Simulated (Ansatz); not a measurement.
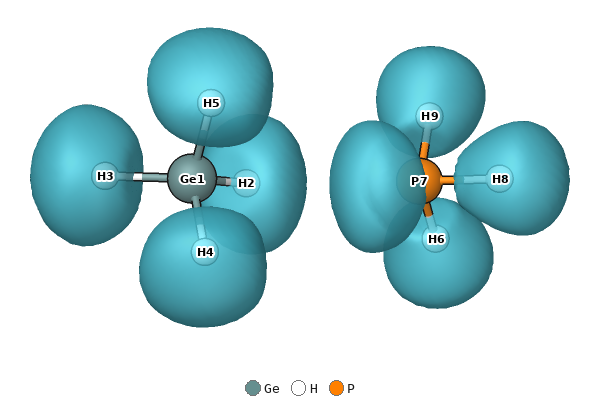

GeH$_{4}$···PH$_{3}$. Isosurface of the ELF at 0.85 (cyan), seen across its widest extent. Only the valence region is drawn (cores and ρ < 0.01 e/Å³ removed).

The reactant side of a reaction path; geometry: PBE0-D4/def2-TZVP.

All numbers below come from RKS PBE0-D4/def2-TZVPP in Ansatz 0.2.0.

```csv
atom,x (Å),y (Å),z (Å)
Ge,-1.4803,0.9530,-0.7128
H,-0.9834,-0.4260,-1.1715
H,-2.6561,1.3801,-1.6056
H,-1.9490,0.8718,0.7447
H,-0.3450,1.9756,-0.8408
H,1.0123,-2.0457,1.0207
P,1.5285,-0.7237,1.0066
H,2.6654,-1.0697,1.7835
H,2.2078,-0.9153,-0.2248
```

**Describe the localisation domains.**

The surface consists of seven regions around hydrogen nuclei and one lobe on P, pointing away from the bonds (lone pairs). Profiles from the grid: Ge1···P7 (3.85 Å): the ELF dips to about 0 between them: a weak contact between the two molecules. P–H (1.42 Å): the ELF climbs to about 1 towards the hydrogen, as it does in any bond to H.
